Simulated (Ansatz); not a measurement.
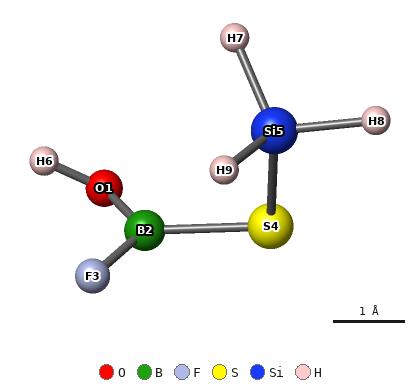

The structure (ball-and-stick view, seen at a tilt; atoms are numbered from 1 in the order of the input).

**Two runs on BSiH$_{4}$SOF**

System: BSiH$_{4}$SOF, SMILES OB(F)S[SiH3].
Method of run 1: RKS PBE0-D4/def2-SVP (Ansatz 0.2.0).

Text and figures count atoms from 1; the logs count them from 0 in places.

Input, run 1:
```yaml
crystal:
  periodic: [false, false, false]
  atoms:
    - { symbol: O, position_ang: [-0.580109, 0.866729, 1.145391] }
    - { symbol: B, position_ang: [-0.717243, 1.292079, -0.128914] }
    - { symbol: F, position_ang: [-0.653785, 2.591043, -0.41351] }
    - { symbol: S, position_ang: [-0.990317, 0.116746, -1.483883] }
    - { symbol: Si, position_ang: [-3.066108, 0.563294, -1.888923] }
    - { symbol: H, position_ang: [-0.973515, 1.464068, 1.792261] }
    - { symbol: H, position_ang: [-3.922868, 0.274695, -0.704709] }
    - { symbol: H, position_ang: [-3.433867, -0.349772, -3.008571] }
    - { symbol: H, position_ang: [-3.241306, 1.979091, -2.318439] }
basis:
  gaussian: { orbitals: def2-SVP }
hamiltonian:
  xc: pbe0
  dispersion: d4
output:
  forces: true
```

Command:
```bash
ansatz run input.yaml --threads 1 --pin off --max-ram 2560MiB --backend cpu --events-out ev --progress --plain --runs-dir out
```

Hardware: 1 thread of Arm Neoverse V1, 24 GiB of memory available, shared host.

Output (run 1):
```
Engine: ansatz 0.2.0, aarch64-unknown-linux-gnu
Functional definition: PBE0
  parameter a = 0.25
  parameter kappa = 0.804
  parameter beta = 0.06672455060314922
  exchange = (1 - a)*pbe_x(kappa = kappa, mu = beta*pi^2/3) + a*exact_x
  correlation = pbe_c(beta = beta)
928 factors; integrals over basis functions are off by at most 1.2e-3 eV
mean field evaluation 1: about -24195.6809 eV, gradient 4.7e1 eV
mean field evaluation 2: about -24191.8314 eV, gradient 6.6e1 eV
mean field evaluation 4: about -24199.3180 eV, gradient 2.5e0 eV
mean field evaluation 8: about -24199.4558 eV, gradient 2.5e-1 eV
mean field evaluation 16: about -24199.4559 eV, gradient 4.5e-5 eV
mean field -24199.45593028 eV, -889.3136024572 hartree, gradient 4.5e-5 eV, S^2 0.000000; 0 other end points of the search recorded, 0 dependent functions left out
the calculation of the forces begins
reference -24199.45595559 eV, -889.3136033877 hartree; 28, 28 occupied and 70, 70 virtual orbitals, 928 factors
Total energy: -24199.63358552 eV, -889.3201311671 hartree
Atom 0 at    -0.580109     0.866729     1.145391 Å, force    -0.491800    -0.159303    -0.158565 eV/Å
Atom 1 at    -0.717243     1.292079    -0.128914 Å, force     0.011549     0.310649     0.382565 eV/Å
Atom 2 at    -0.653785     2.591043    -0.413510 Å, force    -0.179784     0.108000     0.157998 eV/Å
Atom 3 at    -0.990317     0.116746    -1.483883 Å, force    -0.062097    -0.535802    -0.462767 eV/Å
Atom 4 at    -3.066108     0.563294    -1.888923 Å, force     0.316882    -0.037490    -0.130950 eV/Å
Atom 5 at    -0.973515     1.464068     1.792261 Å, force     0.476406     0.216124     0.062187 eV/Å
Atom 6 at    -3.922868     0.274695    -0.704709 Å, force    -0.025462     0.044432     0.063097 eV/Å
Atom 7 at    -3.433867    -0.349772    -3.008571 Å, force     0.003802     0.007825     0.039648 eV/Å
Atom 8 at    -3.241306     1.979091    -2.318439 Å, force    -0.049496     0.045566     0.046788 eV/Å
Dipole moment:    -0.328882     0.198683     0.296975 e Å
```

For run 2 the input was changed thus:
```diff
-    - { symbol: F, position_ang: [-0.653785, 2.591043, -0.41351] }
-    - { symbol: S, position_ang: [-0.990317, 0.116746, -1.483883] }
-    - { symbol: Si, position_ang: [-3.066108, 0.563294, -1.888923] }
+    - { symbol: F, position_ang: [-1.346721, 2.435529, -0.390849] }
+    - { symbol: S, position_ang: [-0.053547, 0.326943, -1.514531] }
+    - { symbol: Si, position_ang: [0.789725, -1.316691, -0.392154] }
-    - { symbol: H, position_ang: [-3.922868, 0.274695, -0.704709] }
-    - { symbol: H, position_ang: [-3.433867, -0.349772, -3.008571] }
-    - { symbol: H, position_ang: [-3.241306, 1.979091, -2.318439] }
+    - { symbol: H, position_ang: [1.856307, -0.847343, 0.536182] }
+    - { symbol: H, position_ang: [1.383166, -2.21105, -1.426801] }
+    - { symbol: H, position_ang: [-0.26274, -2.052838, 0.36287] }
```

How does run 2 compare with run 1?

On the same kind of shared host run 2 took about 130 times as long.

Output (run 2):
```
Engine: ansatz 0.2.0, aarch64-unknown-linux-gnu
Functional definition: PBE0
  parameter a = 0.25
  parameter kappa = 0.804
  parameter beta = 0.06672455060314922
  exchange = (1 - a)*pbe_x(kappa = kappa, mu = beta*pi^2/3) + a*exact_x
  correlation = pbe_c(beta = beta)
928 factors; integrals over basis functions are off by at most 1.2e-3 eV
mean field evaluation 1: about -24196.3207 eV, gradient 4.6e1 eV
mean field evaluation 2: about -24192.8007 eV, gradient 6.4e1 eV
mean field evaluation 4: about -24199.7846 eV, gradient 2.4e0 eV
mean field evaluation 8: about -24199.9207 eV, gradient 2.6e-1 eV
mean field evaluation 16: about -24199.9208 eV, gradient 7.4e-5 eV
mean field -24199.92084167 eV, -889.3306876358 hartree, gradient 7.4e-5 eV, S^2 0.000000; 0 other end points of the search recorded, 0 dependent functions left out
the calculation of the forces begins
reference -24199.92086686 eV, -889.3306885615 hartree; 28, 28 occupied and 70, 70 virtual orbitals, 928 factors
Total energy: -24200.10201079 eV, -889.3373454782 hartree
Atom 0 at    -0.580109     0.866729     1.145391 Å, force    -0.000328     0.001006    -0.000142 eV/Å
Atom 1 at    -0.717243     1.292079    -0.128914 Å, force    -0.000171    -0.000203     0.001236 eV/Å
Atom 2 at    -1.346721     2.435529    -0.390849 Å, force    -0.000231     0.000556    -0.000010 eV/Å
Atom 3 at    -0.053547     0.326943    -1.514531 Å, force     0.000828    -0.001493    -0.000058 eV/Å
Atom 4 at     0.789725    -1.316691    -0.392154 Å, force    -0.000526     0.001031    -0.001017 eV/Å
Atom 5 at    -0.973515     1.464068     1.792261 Å, force     0.000177    -0.000314    -0.000177 eV/Å
Atom 6 at     1.856307    -0.847343     0.536182 Å, force    -0.000052    -0.000148     0.000148 eV/Å
Atom 7 at     1.383166    -2.211050    -1.426801 Å, force     0.000194    -0.000187    -0.000066 eV/Å
Atom 8 at    -0.262740    -2.052838     0.362870 Å, force     0.000110    -0.000248     0.000087 eV/Å
Dipole moment:    -0.035041    -0.006407     0.469519 e Å
```

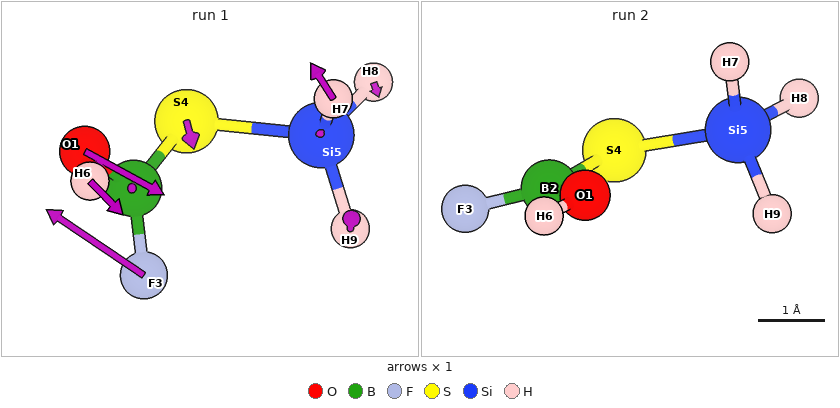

The two input geometries at one scale (ball-and-stick view, seen at a tilt). The pink arrows on the first give the shifts of the atoms after the best rigid fit, at true length. F3 moves most after the best rigid fit: 1.83 Å. Largest moves by element: F 1.83 Å, O 1.40 Å, H 0.75 Å, S 0.53 Å, B 0.14 Å, Si 0.13 Å.

The two runs side by side:

| quantity | run 1 | run 2 |
| --- | --- | --- |
| outcome | converged | converged |
| total energy (hartree) | −889.320131 | – |
| largest force (eV/Å) | 0.711 | – |
| basis functions | 98 | – |
| wall time (shared host) | 4.6 s | 10 min |
